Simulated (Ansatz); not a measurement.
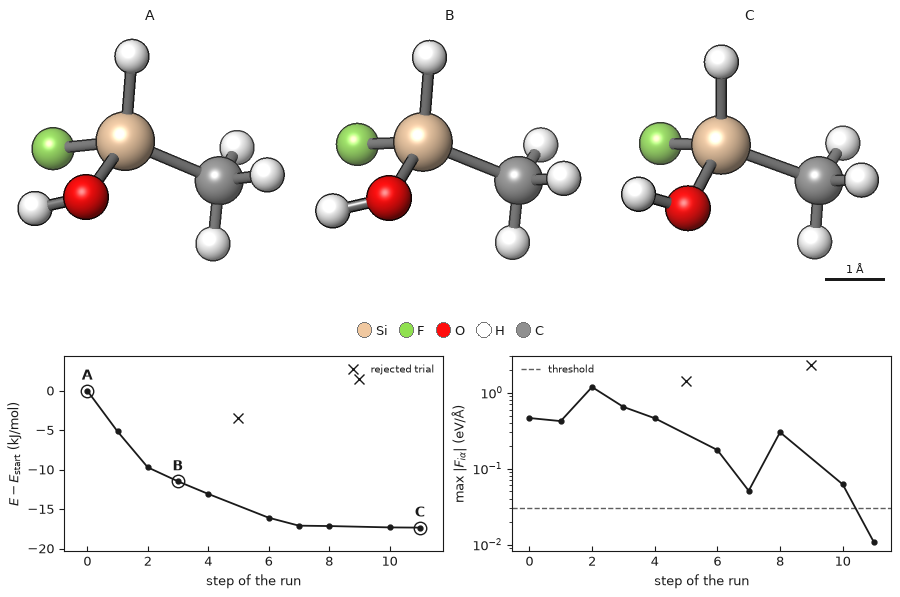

Frames of a relaxation of CH5FOSi, marked on the history of the run. The picture is a ball-and-stick view, seen at a tilt.

The run prepares an end point of a later path (reaction) calculation, from a guessed geometry.

Level of theory: RKS PBE/def2-SVP in Ansatz. Set-up: no spin polarisation; force threshold 0.03 eV/Å; at most 50 steps.

What happens along the run?

The energy falls by 17.4 kJ/mol in 9 accepted moves (11 points after the start). Largest force component: 0.46 eV/Å at the start, 0.011 eV/Å at the end. The line search rejected the trial steps at points 5, 9 of the run. The atom that moves furthest after the best rigid fit is an H atom (0.68 Å). Largest moves by element: H 0.68 Å, F 0.34 Å, O 0.28 Å, Si 0.17 Å, C 0.01 Å. Among the contacts that change: F–Si 1.666 → 1.644 Å, O–Si 1.675 → 1.670 Å, C–H 1.112 → 1.108 Å. Bond angles that change, for instance: Si–O–H 99.8° → 115.8°, F–Si–O 98.4° → 109.5°, O–Si–C 113.7° → 107.2°. Groups turn about O–Si by about 60°. From step 0 to 3: an H atom moves most (0.28 Å), energy −11.5 kJ/mol. From step 3 to 11: an H atom moves most (0.45 Å), energy −5.86 kJ/mol.

```json
{"step": "0", "E − E(0), kJ/mol": "0.00", "largest force component, eV/Å": "0.4634", "note": ""}
{"step": "1", "E − E(0), kJ/mol": "-5.17", "largest force component, eV/Å": "0.4221", "note": ""}
{"step": "2", "E − E(0), kJ/mol": "-9.72", "largest force component, eV/Å": "1.1856", "note": ""}
{"step": "3", "E − E(0), kJ/mol": "-11.49", "largest force component, eV/Å": "0.6495", "note": ""}
{"step": "4", "E − E(0), kJ/mol": "-13.08", "largest force component, eV/Å": "0.4607", "note": ""}
{"step": "5", "E − E(0), kJ/mol": "-3.46", "largest force component, eV/Å": "1.4278", "note": "rejected"}
{"step": "6", "E − E(0), kJ/mol": "-16.10", "largest force component, eV/Å": "0.1758", "note": ""}
{"step": "7", "E − E(0), kJ/mol": "-17.11", "largest force component, eV/Å": "0.0511", "note": ""}
{"step": "8", "E − E(0), kJ/mol": "-17.15", "largest force component, eV/Å": "0.3009", "note": ""}
{"step": "9", "E − E(0), kJ/mol": "1.42", "largest force component, eV/Å": "2.3371", "note": "rejected"}
{"step": "10", "E − E(0), kJ/mol": "-17.33", "largest force component, eV/Å": "0.0621", "note": ""}
{"step": "11", "E − E(0), kJ/mol": "-17.35", "largest force component, eV/Å": "0.0107", "note": ""}
```
